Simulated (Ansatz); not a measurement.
Three curves of one kind of scan: energy against volume (even scaling of the relaxed cell, symmetry kept). Calculation: PBEsol (plane waves to 420 eV, PAW, scalar-relativistic; Ansatz, a quantum-chemistry and plane-wave program). Each is measured from its own zero (the relaxed starting cell). 

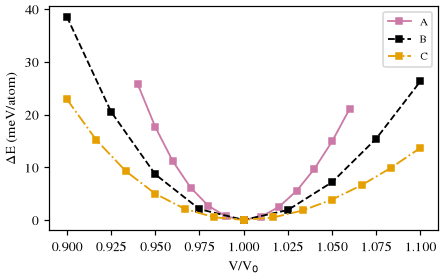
Figure. Curves A, B and C.

```csv
V/V₀,ΔE (meV/atom)
0.900,23
0.933,9
0.967,2
1.000,0
1.033,2
1.067,7
1.100,14
```

Which curve does this table belong to?

Curve C, which is Cs2Pd(IBr2)2 (space group I4/mmm). The others: A is Al$_{2}$O$_{3}$ (corundum); B is Al2ZnSe4 (space group I-4).

All were relaxed with their symmetry unable to fall. Cs2Pd(IBr2)2 is run without spin polarisation and with no Hubbard U. Spin-orbit coupling is left out.

(A scan under strain: stresses follow from slopes of the energy per volume, elastic moduli from its curvatures.)
